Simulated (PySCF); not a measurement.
# One shape, several levels: C3H9NSi (SMILES CC(C)[Si]N)

Wanted: a comparison of 3 runs (HF/def2-SVP, MP2/pcseg-1, CCSD(T)/6-31+G*) of C3H9NSi. 

The results are computed with PySCF 2.14.0.

## Step 1: Starting point

C3H9NSi: 14 atoms, total charge 0, spin state singlet. As SMILES, `CC(C)[Si]N`. The coordinates come from a PBE0-D4/def2-TZVP relaxation. This is one conformer, not always the lowest.

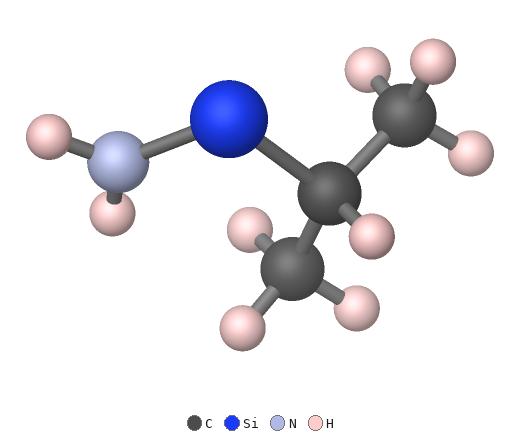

Viewed from a chosen angle; carbon dark grey, silicon blue, nitrogen light blue, hydrogen pink.

## Step 2: Energy and gradient at HF/def2-SVP (run 1)

Input file input.py:

```python
from pyscf import gto, scf

mol = gto.M(
    atom=[
    ('C', (-1.053600, -0.235400, 0.669600)),
    ('C', (0.332400, 0.358700, 0.482600)),
    ('C', (1.425400, -0.644200, 0.862600)),
    ('Si', (0.790300, 1.103800, -1.233200)),
    ('N', (-0.631600, 0.767700, -2.116300)),
    ('H', (-1.202300, -0.588900, 1.695800)),
    ('H', (-1.846200, 0.489400, 0.462000)),
    ('H', (-1.207500, -1.100400, 0.015100)),
    ('H', (0.436700, 1.220800, 1.160800)),
    ('H', (1.379400, -1.537100, 0.230200)),
    ('H', (2.428100, -0.220400, 0.753000)),
    ('H', (1.316800, -0.976500, 1.900200)),
    ('H', (-1.459000, 0.304700, -1.768200)),
    ('H', (-0.722000, 1.028800, -3.085500)),
],
    max_memory=1860,
    basis='def2-svp',
    verbose=4,
)

mf = scf.RHF(mol)
mf.conv_tol = 1e-10
mf.kernel()
if not mf.converged:
    mf = mf.newton().run(mf.mo_coeff, mf.mo_occ)

energy = mf.e_tot
print('Final energy', energy)
grad = mf.nuc_grad_method().kernel()
dip = mf.dip_moment()
pop, q = mf.mulliken_pop()
```

On the command line:

```bash
$ OMP_NUM_THREADS=1 python input.py
```

Log:

```text
PySCF version 2.14.0

[... 70 lines left out ...]
converged SCF energy = -461.997234940008
Final energy -461.99723494000756
[... 11 lines left out ...]
Dipole moment(X, Y, Z, Debye): -1.86887, -0.67973, -0.15481
[... 95 lines left out ...]
pop of  9 H 1s            0.75943
pop of  9 H 2s            0.19045
pop of  9 H 2px           0.00364
pop of  9 H 2py           0.01289
pop of  9 H 2pz           0.00836
pop of  10 H 1s           0.75551
pop of  10 H 2s           0.17572
pop of  10 H 2px          0.01541
pop of  10 H 2py          0.00577
pop of  10 H 2pz          0.00410
pop of  11 H 1s           0.75643
pop of  11 H 2s           0.18741
pop of  11 H 2px          0.00363
pop of  11 H 2py          0.00497
pop of  11 H 2pz          0.01638
pop of  12 H 1s           0.70202
pop of  12 H 2s           0.10049
pop of  12 H 2px          0.02151
pop of  12 H 2py          0.01495
pop of  12 H 2pz          0.01154
pop of  13 H 1s           0.70786
pop of  13 H 2s           0.08903
pop of  13 H 2px          0.00859
pop of  13 H 2py          0.01217
pop of  13 H 2pz          0.02727
 ** Mulliken atomic charges  **
charge of    0C =      0.01070
charge of    1C =     -0.51441
charge of    2C =     -0.01801
charge of    3Si =      0.49769
charge of    4N =     -0.51125
charge of    5H =      0.02887
charge of    6H =      0.02669
charge of    7H =      0.02034
charge of    8H =      0.05489
charge of    9H =      0.02524
charge of   10H =      0.04349
charge of   11H =      0.03118
charge of   12H =      0.14948
charge of   13H =      0.15509
```

It took 42 s on 1 thread of Intel Xeon at 2.50GHz (Skylake/Cascade Lake), shared host; peak memory 0.31 GiB.

## Step 3: Energy and gradient at MP2/pcseg-1 (run 2)

Input file calc.py:

```python
from pyscf import gto, scf, mp

mol = gto.M(
    atom='''
C     -1.991015    -0.444842     1.265361
C      0.628145     0.677845     0.911982
C      2.693616    -1.217362     1.630078
Si     1.493451     2.085880    -2.330410
N     -1.193551     1.450743    -3.999227
H     -2.272018    -1.112860     3.204598
H     -3.488812     0.924832     0.873053
H     -2.281844    -2.079455     0.028535
H      0.825243     2.306978     2.193594
H      2.606688    -2.904698     0.435015
H      4.588444    -0.416496     1.422964
H      2.488391    -1.845318     3.590858
H     -2.757110     0.575800    -3.341414
H     -1.364382     1.944150    -5.830750
''',
    unit='bohr',
    basis='pcseg-1',
    max_memory=1860,
    spin=0,
    verbose=3,
)

hf = scf.RHF(mol)
hf.conv_tol = 1e-10
hf.kernel()
if not hf.converged:
    hf = hf.newton().run(hf.mo_coeff, hf.mo_occ)

pt = mp.MP2(hf, frozen=9).run()
e_final = pt.e_tot
print('E = %.10f Eh' % e_final)
grad = pt.nuc_grad_method().kernel()
hf.analyze()
```

On the command line:

```bash
$ OMP_NUM_THREADS=1 python calc.py
```

Log:

```text
converged SCF energy = -462.143689655116
[... 20 lines left out ...]
MO #9   energy= -4.21910006592436  occ= 2
[... 9 lines left out ...]
MO #19  energy= -0.535604833570173 occ= 2
[... 9 lines left out ...]
MO #29  energy= 0.206781577611954  occ= 0
[... 9 lines left out ...]
MO #39  energy= 0.366232377579697  occ= 0
[... 9 lines left out ...]
MO #49  energy= 0.785164944328768  occ= 0
[... 9 lines left out ...]
MO #59  energy= 0.93413637827263   occ= 0
[... 9 lines left out ...]
MO #69  energy= 1.31638802500312   occ= 0
[... 9 lines left out ...]
MO #79  energy= 2.03350757745153   occ= 0
[... 9 lines left out ...]
MO #89  energy= 2.30032489727477   occ= 0
[... 9 lines left out ...]
MO #99  energy= 2.70319824217472   occ= 0
[... 9 lines left out ...]
MO #109 energy= 3.14838893911159   occ= 0
[... 9 lines left out ...]
MO #119 energy= 3.72980771026288   occ= 0
[... 15 lines left out ...]
Dipole moment(X, Y, Z, Debye): -1.87467, -0.70818, -0.06476
```

Run time: 94 s. Hardware: 1 thread of Intel Xeon at 2.50GHz (Skylake/Cascade Lake), shared host; peak memory 1.1 GiB.

## Step 4: A single-point energy at CCSD(T)/6-31+G(d) (spherical functions) (run 3)

Input file calc.py:

```python
from pyscf import gto, cc

mol = gto.Mole()
mol.atom = '''
C   -1.053600  -0.235400   0.669600
C    0.332400   0.358700   0.482600
C    1.425400  -0.644200   0.862600
Si   0.790300   1.103800  -1.233200
N   -0.631600   0.767700  -2.116300
H   -1.202300  -0.588900   1.695800
H   -1.846200   0.489400   0.462000
H   -1.207500  -1.100400   0.015100
H    0.436700   1.220800   1.160800
H    1.379400  -1.537100   0.230200
H    2.428100  -0.220400   0.753000
H    1.316800  -0.976500   1.900200
H   -1.459000   0.304700  -1.768200
H   -0.722000   1.028800  -3.085500
'''
mol.basis = '6-31+g*'
mol.spin = 0
mol.max_memory = 1860
mol.verbose = 3
mol.build()

hf = mol.RHF()
hf.conv_tol = 1e-10
hf.kernel()
if not hf.converged:
    hf = hf.newton().run(hf.mo_coeff, hf.mo_occ)

mycc = cc.CCSD(hf, frozen=9)
mycc.kernel()
e_t = mycc.ccsd_t()
e_final = mycc.e_tot + e_t
print('Final energy', e_final)
dip = hf.dip_moment()
pop, q = hf.mulliken_pop()
```

On the command line:

```bash
$ OMP_NUM_THREADS=1 python calc.py
```

Log:

```text
converged SCF energy = -462.198196601167
[... 2 lines left out ...]
Final energy -462.9206505203528
Dipole moment(X, Y, Z, Debye): -1.82233, -0.69056,  0.02081
[... 88 lines left out ...]
pop of  4 N 4py           0.08448
pop of  4 N 4pz           0.04529
pop of  4 N 3dxy          0.00434
pop of  4 N 3dyz          0.00230
pop of  4 N 3dz^2         0.01000
pop of  4 N 3dxz          0.00351
pop of  4 N 3dx2-y2       0.00227
pop of  5 H 1s            0.52502
pop of  5 H 2s            0.27321
pop of  6 H 1s            0.52790
pop of  6 H 2s            0.27982
pop of  7 H 1s            0.52774
pop of  7 H 2s            0.27539
pop of  8 H 1s            0.52063
pop of  8 H 2s            0.27494
pop of  9 H 1s            0.52755
pop of  9 H 2s            0.27369
pop of  10 H 1s           0.52520
pop of  10 H 2s           0.26981
pop of  11 H 1s           0.52556
pop of  11 H 2s           0.27448
pop of  12 H 1s           0.49022
pop of  12 H 2s           0.09347
pop of  13 H 1s           0.49330
pop of  13 H 2s           0.06995
 ** Mulliken atomic charges  **
charge of    0C =     -0.60461
charge of    1C =     -0.48264
charge of    2C =     -0.63338
charge of    3Si =      0.60491
charge of    4N =     -1.13640
charge of    5H =      0.20177
charge of    6H =      0.19227
charge of    7H =      0.19687
charge of    8H =      0.20443
charge of    9H =      0.19876
charge of   10H =      0.20499
charge of   11H =      0.19997
charge of   12H =      0.41631
charge of   13H =      0.43675
```

It took 2.5 min on 1 thread of Intel Xeon at 2.50GHz (Skylake/Cascade Lake), shared host; peak memory 0.94 GiB.

## Step 5: The series

| run | level | frozen core orbitals | task | energy (Eh) | dipole moment (D) of the reference | HOMO energy (eV) | LUMO energy (eV) | wall time |
| --- | --- | --- | --- | --- | --- | --- | --- | --- |
| 1 | HF/def2-SVP | – | gradient | -461.997235 | 1.99 | -8.21 | 2.42 | 42 s |
| 2 | MP2/pcseg-1 | 9 | gradient | -462.835324 | 2.01 | -8.30 | 2.02 | 94 s |
| 3 | CCSD(T)/6-31+G* (spherical functions) | 9 | energy | -462.920651 | 1.95 | -8.30 | 1.53 | 2.5 min |

## Step 6: Summary of results

| quantity | value |
| --- | --- |
| run 3: total energy | -462.92065 Eh |
| run 3: dipole moment (Hartree–Fock density) | 1.95 D |
| run 3: HOMO energy (Hartree–Fock orbitals) | -8.30 eV |
| run 3: LUMO energy (Hartree–Fock orbitals) | 1.53 eV |
| run 3: HOMO–LUMO gap (Hartree–Fock orbitals) | 9.82 eV |
| run 3: correlation energy (9 core orbitals frozen) | -722.5 mEh |
| run 3: (T) correction | -21.02 mEh |
| run 3: T1 diagnostic | 0.013 |

All runs together took 4.7 min, the longest 2.5 min.
